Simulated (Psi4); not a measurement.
# InH2O (SMILES [OH][InH]): U-revPBE/def2-TZVP (core potential)

What is the energy change on altering one bond length of InH2O at U-revPBE/def2-TZVP (core potential)? 

The calculation is run with Psi4 1.11.

8 further runs of the same task are left out: 5 that didn't finish, 3 set aside as unsound or not needed.

## 1. The system as given

The species is InH2O (4 atoms), meant as a doublet with charge 0. SMILES: `[OH][InH]`. Geometry: relaxed at PBE0-D4/def2-TZVP.

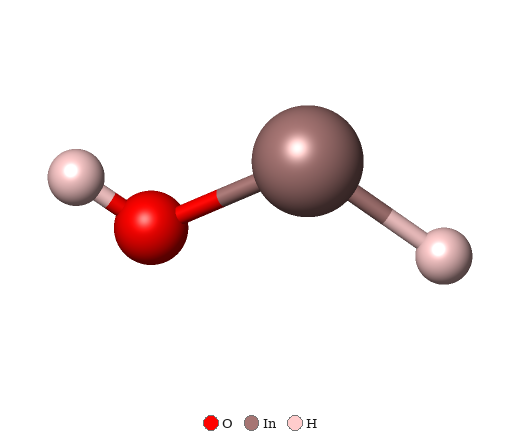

Viewed from a chosen angle; oxygen red, indium brown, hydrogen pink.

## 2. Energy and forces at U-revPBE/def2-TZVP (core potential)

Contents of h2ino.json:

```json
{
 "schema_name": "qcschema_input",
 "schema_version": 1,
 "molecule": {
  "schema_name": "qcschema_molecule",
  "schema_version": 2,
  "symbols": ["O", "In", "H", "H"],
  "geometry": [-0.56389428, -1.92865448, 0.55746921, 1.06561656, 1.41086952, -0.16724076, 0.44748715, -3.07911975, 1.52897741, -0.84414066, 3.48276525, -1.95775627],
  "molecular_charge": 0,
  "molecular_multiplicity": 2,
  "fix_symmetry": "c1"
 },
 "driver": "gradient",
 "model": {
  "method": "revpbe",
  "basis": "def2-TZVP"
 },
 "keywords": {
  "reference": "uks",
  "puream": true,
  "e_convergence": 1e-09,
  "d_convergence": 1e-08,
  "scf_type": "pk",
  "dft_radial_points": 99,
  "dft_spherical_points": 590,
  "maxiter": 200,
  "scf_properties": ["WIBERG_LOWDIN_INDICES", "QUADRUPOLE", "DIPOLE"]
 }
}
```

Launch:

```console
$ psi4 --qcschema h2ino.json -n 1 --memory 1600MB
```

stdout:

```text
[...]
    !!!  WARNING: ECP capability is in beta. Please check occupations closely.  !!!
[...]
  Running in c1 symmetry.
[...]
  Nuclear repulsion =   60.887027802252767
[...]
  Multiplicity = 2
[...]
  Nalpha       = 16
  Nbeta        = 15
[...]
    Number of basis functions: 93
[...]
   @UKS iter   1:  -266.17687417286146   -6.23537e-01   1.12786e-02 DIIS/ADIIS
[...]
   @UKS iter  14:  -266.60398576124902   -5.51381e-12   6.89110e-09 DIIS
[...]
   @S^2 Observed:                7.533837776E-01
[...]
    Orbital Energies [Eh]
    ---------------------
    Alpha Occupied:
       1A    -18.739417     2A     -4.476602     3A     -2.922597
       4A     -2.916069     5A     -2.911668     6A     -0.872765
       7A     -0.687372     8A     -0.684404     9A     -0.681367
      10A     -0.681116    11A     -0.674168    12A     -0.414311
      13A     -0.334486    14A     -0.276509    15A     -0.247142
      16A     -0.175842
    Alpha Virtual:
      17A     -0.079835    18A     -0.026892    19A      0.018922
      20A      0.057272    21A      0.062544    22A      0.070611
      23A      0.090645    24A      0.134036    25A      0.146137
[...]
  @UKS Final Energy:  -266.60398576124902
   => Energetics <=
    Nuclear Repulsion Energy =             60.8870278022527671
    One-Electron Energy =                -561.3993229753857577
    Two-Electron Energy =                 259.9753039820284357
    DFT Exchange-Correlation Energy =     -26.0669945701444696
    Empirical Dispersion Energy =           0.0000000000000000
    VV10 Nonlocal Energy =                  0.0000000000000000
    Total Energy =                       -266.6039857612490209
[...]
 Multipole Moments:
 ------------------------------------------------------------------------------------
     Multipole            Electronic (a.u.)      Nuclear  (a.u.)        Total (a.u.)
 ------------------------------------------------------------------------------------
 L = 1.  Multiply by 2.5417464519 to convert [e a0] to [Debye]
 Dipole X            :          9.5560690           -8.8908221            0.6652468
 Dipole Y            :         16.2835905          -16.1076733            0.1759171
 Dipole Z            :         -2.7942124            3.0219898            0.2277775
 Magnitude           :                                                    0.7248329
 L = 2.  Multiply by 1.3450342976 to convert [e a0^2] to [Debye ang]
 Quadrupole XX       :        -43.9849859           20.0074900          -23.9774959
 Quadrupole XY       :        -34.2294769           32.3453273           -1.8841495
[...]
  -Total Gradient:
     Atom            X                  Y                   Z
    ------   -----------------  -----------------  -----------------
       1        0.012530439927     0.004013567999     0.003981986487
       2       -0.008641645319    -0.008373047296    -0.000274218915
       3       -0.006764282302     0.007272668958    -0.006312293361
       4        0.002884361050    -0.002914836273     0.002609327136
[...]
```

The result, in JSON:

```text
{
 "driver": "gradient",
 "model": {
  "method": "revpbe",
  "basis": "def2-TZVP"
 },
 "success": true,
 "return_result": [0.01253043992653785, 0.004013567998792572, 0.00398198648668191, -0.008641645318565705, -0.008373047295706482, -0.00027421891462347386, -0.006764282302184038, 0.00727266895772849, -0.00631229336092376, 0.002884361050153973, -0.00291483627288025, 0.002609327135771597],
 "properties": {
  "calcinfo_nbasis": 93,
  "calcinfo_nmo": 93,
  "calcinfo_nalpha": 16,
  "calcinfo_nbeta": 15,
  "calcinfo_natom": 4,
  "nuclear_repulsion_energy": 60.88702780225277,
  "return_energy": -266.603985761249,
  "return_gradient": [0.01253043992653785, 0.004013567998792572, 0.00398198648668191, -0.008641645318565705, -0.008373047295706482, -0.00027421891462347386, -0.006764282302184038, 0.00727266895772849, -0.00631229336092376, 0.002884361050153973, -0.00291483627288025, 0.002609327135771597],
  "scf_one_electron_energy": -561.3993229753858,
  "scf_two_electron_energy": 259.97530398202844,
  "scf_xc_energy": -26.06699457014447,
  "scf_dipole_moment": [0.6652468416966162, 0.17591711771095575, 0.22777746541952393],
  "scf_total_energy": -266.603985761249,
  "scf_total_gradient": [0.01253043992653785, 0.004013567998792572, 0.00398198648668191, -0.008641645318565705, -0.008373047295706482, -0.00027421891462347386, -0.006764282302184038, 0.00727266895772849, -0.00631229336092376, 0.002884361050153973, -0.00291483627288025, 0.002609327135771597],
  "scf_iterations": 14
 }
}
```

It took 41 s on 1 thread of Intel Xeon Platinum 8259CL at 2.50GHz (Skylake/Cascade Lake), shared host; peak memory 0.87 GiB.

## 3. The distorted shape at the same level

Contents of h2ino.py:

```python
import psi4

psi4.set_memory(1600000000)
psi4.set_num_threads(1)
psi4.core.set_output_file('psi4.out', False)

geom = psi4.geometry("""
0 2
O     -0.729547    -1.904194     0.486749
In     0.563900     0.746600    -0.088500
H     -0.194347    -2.512994     1.000849
H     -0.446700     1.843000    -1.036000
units angstrom
symmetry c1
""")

options = {'reference': 'uks', 'puream': True, 'e_convergence': 1e-09, 'd_convergence': 1e-08, 'scf_type': 'pk', 'dft_radial_points': 99, 'dft_spherical_points': 590, 'maxiter': 200}
psi4.set_options(options)

energy_value, wavefunction = psi4.gradient("revpbe/def2-TZVP", molecule=geom, return_wfn=True)
psi4.oeprop(wavefunction, "MULLIKEN_CHARGES", "DIPOLE", "LOWDIN_CHARGES", title="REVPBE")
print('gradient / Eh bohr^-1')
print(energy_value.np.round(6))
print(f'energy = {wavefunction.energy():.10f} Eh')
```

Launch:

```console
$ python h2ino.py
```

psi4.out:

```text
[...]
    !!!  WARNING: ECP capability is in beta. Please check occupations closely.  !!!
[...]
  Running in c1 symmetry.
[...]
  Nuclear repulsion =   44.595643224099234
[...]
  Multiplicity = 2
[...]
  Nalpha       = 16
  Nbeta        = 15
[...]
    Number of basis functions: 93
[...]
   @UKS iter   1:  -266.06341346797245   -6.68544e-01   1.14610e-02 DIIS/ADIIS
[...]
   @UKS iter  35:  -266.54620906579970   -3.29692e-12   8.62746e-09 DIIS
[...]
   @S^2 Observed:                7.625583596E-01
[...]
    Orbital Energies [Eh]
    ---------------------
    Alpha Occupied:
       1A    -18.725183     2A     -4.501701     3A     -2.945808
       4A     -2.943593     5A     -2.935290     6A     -0.834227
       7A     -0.709045     8A     -0.708741     9A     -0.704078
      10A     -0.702364    11A     -0.700095    12A     -0.370405
      13A     -0.343054    14A     -0.253080    15A     -0.206027
      16A     -0.204358
    Alpha Virtual:
      17A     -0.103248    18A     -0.082902    19A      0.013190
      20A      0.052175    21A      0.058836    22A      0.060164
      23A      0.066958    24A      0.124127    25A      0.128824
[...]
  @UKS Final Energy:  -266.54620906579970
   => Energetics <=
    Nuclear Repulsion Energy =             44.5956432240992342
    One-Electron Energy =                -528.6547992838611663
    Two-Electron Energy =                 243.4950586166919777
    DFT Exchange-Correlation Energy =     -25.9821116227297928
    Empirical Dispersion Energy =           0.0000000000000000
    VV10 Nonlocal Energy =                  0.0000000000000000
    Total Energy =                       -266.5462090657997010
[...]
  -Total Gradient:
     Atom            X                  Y                   Z
    ------   -----------------  -----------------  -----------------
       1        0.002314710659    -0.030551010028     0.014534327357
       2        0.001973473545     0.029418295267    -0.012068030389
       3       -0.011830269534     0.009218344302    -0.009494759165
       4        0.007543737174    -0.008084434745     0.007028692991
[...]
 Multipole Moments:
 ------------------------------------------------------------------------------------
     Multipole            Electronic (a.u.)      Nuclear  (a.u.)        Total (a.u.)
 ------------------------------------------------------------------------------------
 L = 1.  Multiply by 2.5417464519 to convert [e a0] to [Debye]
 Dipole X            :         14.0463109          -12.9926019            1.0537091
 Dipole Y            :         25.4711451          -24.5138735            0.9572715
 Dipole Z            :         -4.7847071            4.8462218            0.0615148
 Magnitude           :                                                    1.4249406
[...]
  Mulliken Charges: (a.u.)
   Center  Symbol    Alpha    Beta     Spin     Total
       1     O     4.58118  4.01925  0.56193 -0.60043
       2    IN    10.41416 10.15530  0.25886  0.43054
       3     H     0.35302  0.36398 -0.01096  0.28300
       4     H     0.65164  0.46147  0.19017 -0.11310
   Total alpha = 16.00000, Total beta = 15.00000, Total charge = -0.00000
  Lowdin Charges: (a.u.)
   Center  Symbol    Alpha    Beta     Spin     Total
       1     O     4.46033  3.92481  0.53551 -0.38514
       2    IN    10.49244 10.15070  0.34174  0.35686
[...]
```

The script printed:

```text
gradient / Eh bohr^-1
[[ 0.002315 -0.030551  0.014534]
 [ 0.001973  0.029418 -0.012068]
 [-0.01183   0.009218 -0.009495]
 [ 0.007544 -0.008084  0.007029]]
energy = -266.5462090658 Eh
```

Wall time 52 s (1 thread of Intel Xeon Platinum 8259CL at 2.50GHz (Skylake/Cascade Lake), shared host); peak memory 0.82 GiB.

## 4. What came out

Level: U-revPBE/def2-TZVP (core potential).

| quantity | value |
| --- | --- |
| first shape: total energy | -266.60399 Eh |
| first shape: dipole moment | 1.84 D |
| first shape: HOMO energy (highest over α and β) | -4.78 eV |
| first shape: LUMO energy (lowest over α and β) | -3.70 eV |
| first shape: ⟨S²⟩ | 0.753 |
| first shape: largest force on an atom | 0.707 eV/Å |
| distorted shape: total energy | -266.54621 Eh |
| distorted shape: dipole moment | 3.62 D |
| distorted shape: HOMO energy (highest over α and β) | -5.23 eV |
| distorted shape: LUMO energy (lowest over α and β) | -4.60 eV |
| distorted shape: ⟨S²⟩ | 0.763 |
| distorted shape: largest force on an atom | 1.744 eV/Å |
| energy change with the O1–In2 bond stretched from 2.003 to 3.005 Å | 1.572 eV |

With the O1–In2 bond stretched from 2.003 to 3.005 Å the energy rises by 1.57 eV (36 kcal/mol). The first shape isn't relaxed at this level, so the change isn't measured from a minimum. The largest force (first shape) is 0.71 eV/Å: the shape isn't a stationary point for this species at this level.
